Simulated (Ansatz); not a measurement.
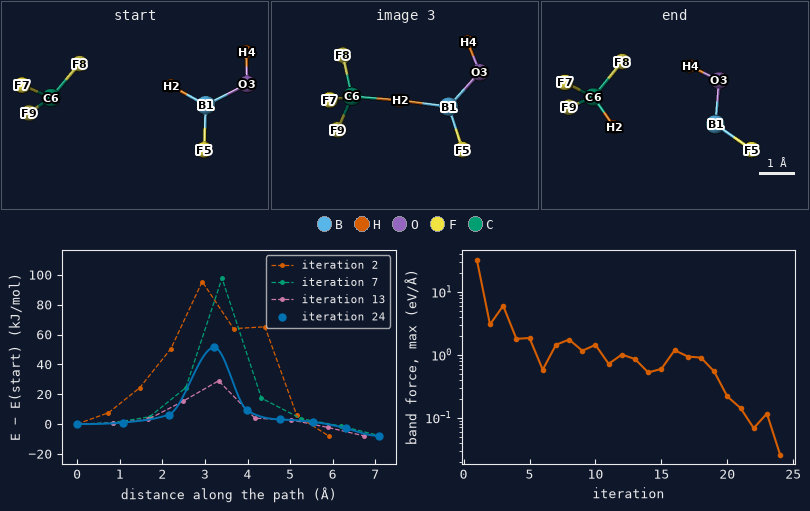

A nudged-elastic-band calculation for CH$_{2}$BF$_{4}$O (multiplicity 2), made up at the start of BH$_{2}$OF and CF₃. Images are numbered from 0 (start) to 8 (end). The plot follows the band through its iterations. The picture is a ball-and-stick view, seen face on.

All numbers below come from UKS B3LYP/def2-SVP in Ansatz 0.2.0. Set-up: 7 movable images; climbing image; force threshold 0.05 eV/Å; iteration limit 60; starting path through a guess of the saddle point.

Question: How did the profile develop, and is the result final?

Answer: The result is final at these settings. The band converged in 24 iterations. The largest component of the band force went from 33 to 0.026 eV/Å. The climbing image converged on the top of the path. Its vibrational analysis gives one imaginary mode (1558i cm⁻¹), as a transition state must have. The first iteration put the highest image at 534.0 kJ/mol. The highest point, image 3, lies 51.4 kJ/mol above the start and 59.3 kJ/mol above the end; the end is at −8.0 kJ/mol relative to the start.

Limits of the set-up: the start holds two separate molecules, 2.8 Å apart at their closest, whose relative position is a soft coordinate and is computed without a dispersion correction.

Cost: 4.9 min on 4 threads of Arm Neoverse V2, on a shared host, peak memory 0.36 GiB.
